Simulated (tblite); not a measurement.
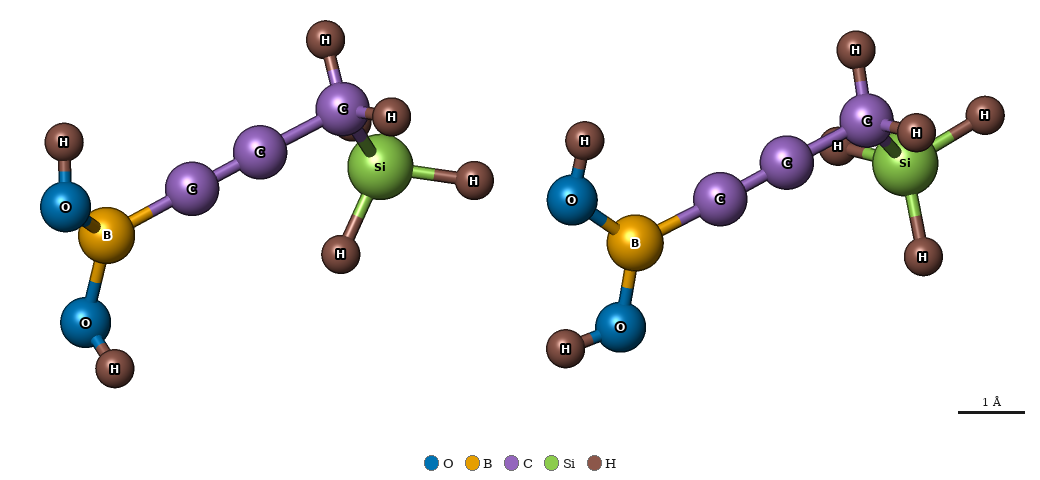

Two geometries of C₃H₇BO₂Si, drawn at one scale. One is the start of a relaxation, the other its converged end. The picture is a ball-and-stick view, seen at a tilt.

Level of theory: GFN2-xTB geometry optimisation, gas phase (tblite). 

Question: Which geometry has the lower energy?

Answer: The right one is the relaxed one. The largest move after the best rigid fit is that of an H atom, 1.11 Å. By element the largest moves are H 1.11 Å, O 0.46 Å, B 0.24 Å, C 0.22 Å, Si 0.13 Å. Among the contacts that change: B–O 1.489 → 1.369 Å, B–O 1.470 → 1.351 Å, H–O 1.015 → 0.958 Å, C–C 1.482 → 1.440 Å. Bond angles that change, for instance: B–O–H 108.2° → 115.9°, O–B–C 115.1° → 122.5°, H–C–H 113.4° → 107.4°. Groups turn about B–O by about 85°, C–Si by about 40°, B–O by about 35°. Over 123 geometry steps the energy falls by 1.378 eV.
